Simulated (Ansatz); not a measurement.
**ClF₄Ta: density, localisation and related maps**

```xyz
6

Ta   -0.0272    0.0471    0.0000
F     1.8408    0.1902    0.0000
F     0.0860   -0.1490    1.8819
F     0.0860   -0.1490   -1.8819
Cl   -1.1706    2.0275    0.0000
F    -1.0851   -1.4991    0.0000
```

Core potentials replace the inner electrons of Ta.

Computed with RKS PBE-D4/def2-SVP (Ansatz 0.2.0).

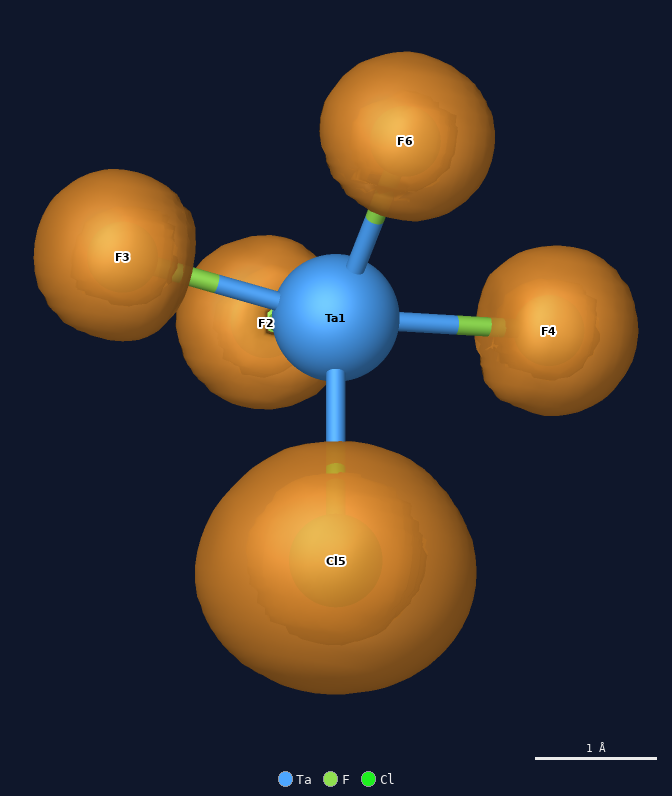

Figure 1. Isosurface of the electron localisation function at 0.8 (orange), seen at a tilt. Only the valence region is drawn (cores and ρ < 0.01 e/Å³ removed).

Q: Where are the electrons localised?

A: The ELF exceeds this value in one region wrapped around Cl (its valence shell) and four regions wrapped around F (the valence shell of each).


Ta–F (1.87 Å): the ELF peaks at about 0.80 in the valence shell of F, 0.5 Å from its nucleus, and drops to about 0.20 between the two atoms. Ta–Cl (2.29 Å): the ELF peaks at about 0.85 in the valence shell of Cl, 0.8 Å from its nucleus, and is about 0.40 at the midpoint.

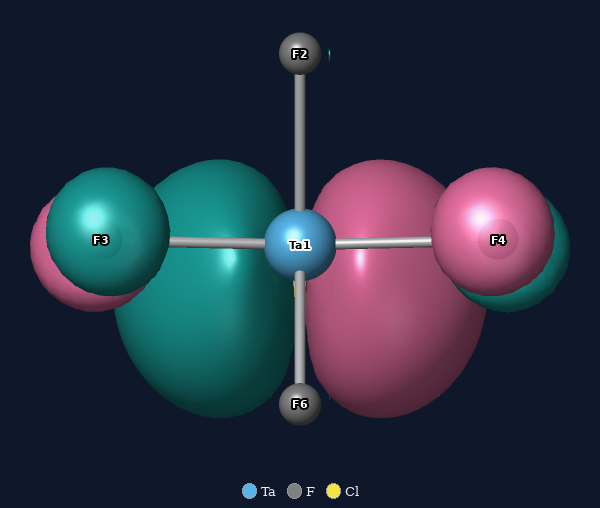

Figure 2. The HOMO at ±0.1 Å⁻³ᐟ² (teal and pink are the two phases), seen from one side.

Q: Where does this orbital lie, and at what energy?

A: By Hirshfeld shares it lies mainly on Cl5 (about 75 %), F4 (about 10 %) and F3 (about 10 %); largely a lone pair of Cl5. Its energy is −9.08 eV.

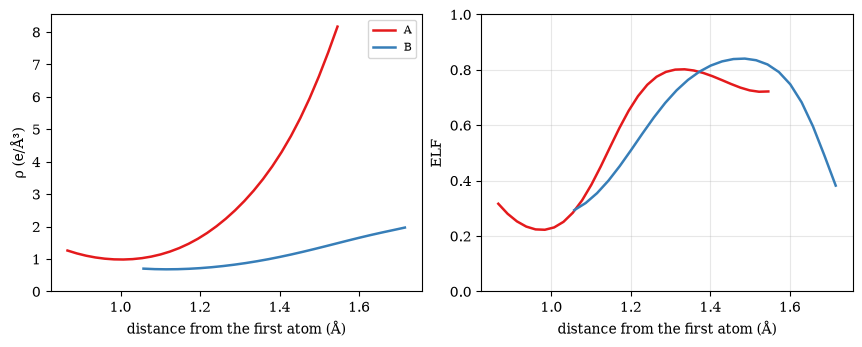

Figure 3. Electron density and ELF along straight lines between neighbouring atoms. The curves leave out the atomic cores.

Q: Which curve belongs to which contact (Ta–Cl and Ta–F)? The first atom named is at distance zero.

A: Curve A: Ta–F (1.87 Å): ρ at the midpoint is about 1 e/Å³; the ELF peaks at about 0.80 in the valence shell of F, 0.5 Å from its nucleus, and drops to about 0.20 between the two atoms. Curve B: Ta–Cl (2.29 Å): the density is about 0.69 e/Å³ at the midpoint; the ELF peaks at about 0.85 in the valence shell of Cl, 0.8 Å from its nucleus, and is about 0.40 at the midpoint.
